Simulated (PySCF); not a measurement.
| atom | x (Å) | y (Å) | z (Å) |
| --- | --- | --- | --- |
| F | 1.1444 | 0.6720 | -1.5454 |
| C | 1.2001 | 0.5908 | -0.2072 |
| F | 0.9207 | 1.7954 | 0.3144 |
| C | 0.1989 | -0.4571 | 0.3057 |
| F | 0.5625 | -1.6463 | -0.2016 |
| F | 0.3141 | -0.5071 | 1.6427 |
| C | -1.2950 | -0.2318 | -0.0346 |
| F | -1.7235 | 0.9137 | 0.4774 |
| F | -1.4794 | -0.2141 | -1.3471 |
| F | -2.0106 | -1.2232 | 0.4827 |
| H | 2.2068 | 0.2851 | 0.0985 |

Geometry: PBE0-D3(BJ)/def2-TZVP.

All numbers below come from PySCF 2.14.0, PBE0/pcSseg-2, SCF density, gas phase, non-relativistic.

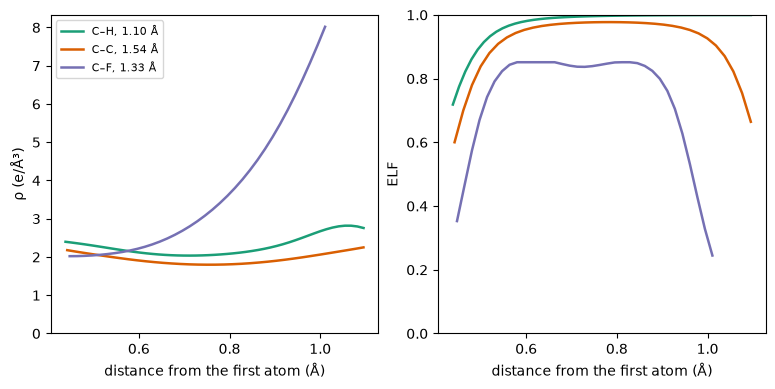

C₃HF₇ (SMILES FC(F)C(F)(F)C(F)(F)F). Electron density and electron localisation function along straight lines between neighbouring atoms. The curves leave out the atomic cores.

### Compare the contacts.

C–H (1.10 Å): ρ is about 2.2 e/Å³ halfway; the ELF climbs to about 1 towards the hydrogen, as it does in any bond to H (a covalent bond by its length).
C–C (1.54 Å): the density is about 1.8 e/Å³ at the midpoint; the ELF peaks at about 1 between the atoms: a shared electron pair.
C–F (1.33 Å): the density is about 2.5 e/Å³ at the midpoint; the ELF peaks at about 0.85 between the atoms: a polar covalent bond.
